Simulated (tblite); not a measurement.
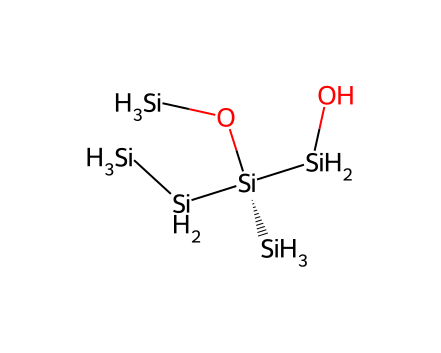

Simulated data, not a measurement (program: tblite).

A structural formula.

Transcribe the drawing into SMILES.

Answer. O[SiH2][Si@]([SiH3])(O[SiH3])[SiH2][SiH3]

What is the molecular formula?

Answer. H14O2Si6.

An optimisation with GFN2-xTB gave a structure of which point group?

Answer. C1.
